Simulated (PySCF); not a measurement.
## Electronic structure of C$_{3}$Cl$_{2}$NS (SMILES Clc1[c]nc(Cl)s1) (doublet) in real space

```xyz
7

Cl   -2.9038    0.3779    0.0703
C    -1.2578    0.0226    0.1578
C    -0.5898   -1.0980    0.4277
N     0.7243   -1.0957    0.4278
C     1.2035    0.0704    0.1473
Cl    2.8455    0.4265    0.0629
S    -0.0187    1.3010   -0.1499
```

Geometry: GFN2-xTB.

Computed with PySCF 2.14.0, density-fitted response routines, UKS B3LYP, pcH-1 on C Cl N S, non-relativistic, mean-field spin-orbit, GIAO.

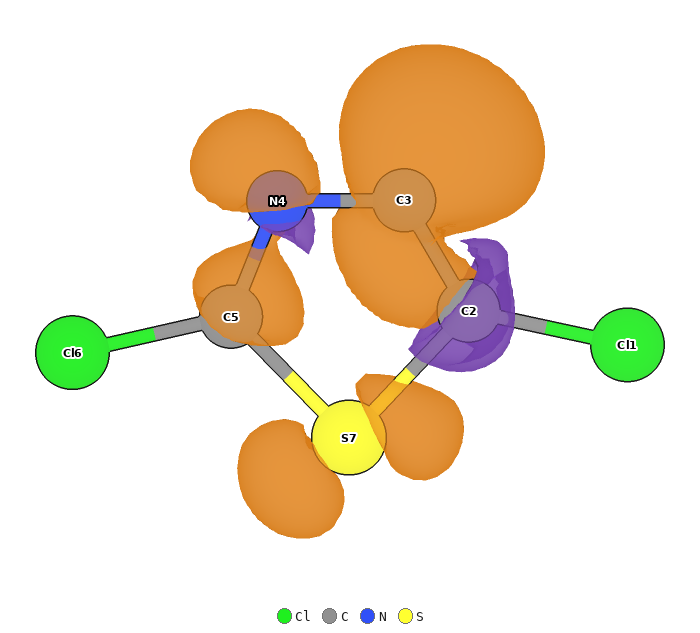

Figure 1. Isosurfaces of the spin density at +0.015 (orange) and −0.015 e/Å³ (purple), seen across its widest extent.

Question: Which atoms carry the spin?

Answer: The unpaired spin (1 electron) lies mostly on C3 (about 0.7), N4 (about 0.1) and S7 (about 0.1), in electrons by Hirshfeld's partition.

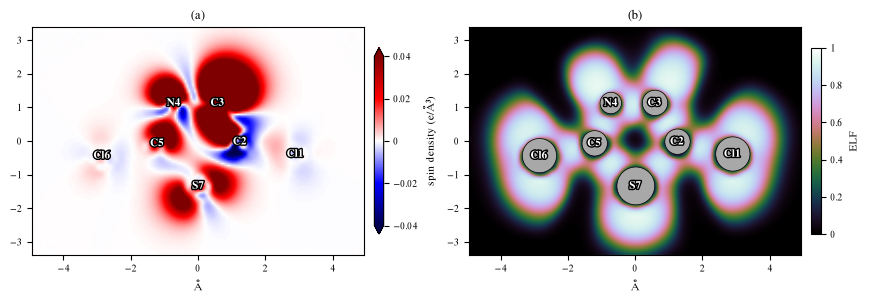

Figure 2. (a) spin density (α minus β); (b) electron localisation function on the molecular plane. Grey discs cover the atomic cores in the ELF map.

Question: What does the map show?

Answer:
- The section cuts through Cl, C, N and S sites.
- C–N (1.29 Å): the ELF peaks at about 0.90 between the atoms: a covalent bond.
- C–C (1.33 Å): the ELF peaks at about 0.90 between the atoms (a multiple bond).
- C–Cl (1.68 Å): the ELF peaks at about 0.90 between the atoms: a covalent bond.
- C–S (1.76 Å): the ELF peaks at about 0.90 between the atoms: a covalent bond.
- C–S (1.81 Å): the ELF peaks at about 0.90 between the atoms, as expected for a shared electron pair.
- The ELF also peaks beside S7, Cl6, Cl1, N4 and C3, away from the bonds: non-bonding electrons, paired or unpaired.

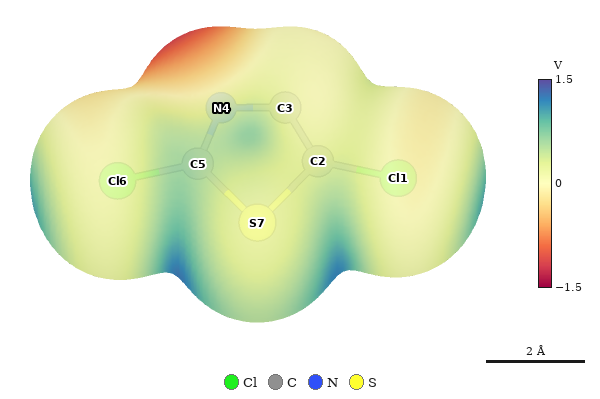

Figure 3. The electrostatic potential painted on the density surface at 0.002 e/bohr³, seen at a tilt; red is negative and blue positive.

Question: Describe the electrostatic potential map.

Answer: The most negative region (about −1.2 V) lies over N4, the most positive (about +1.2 V) over S7. Cl1 shows a σ-hole: about +1.0 V at the tip opposite its bond, against about 0.0 V on its flanks. Cl6 shows a σ-hole: about +1.0 V at the tip opposite its bond, against about 0.0 V on its flanks. N4 is the likeliest acceptor of a hydrogen bond.
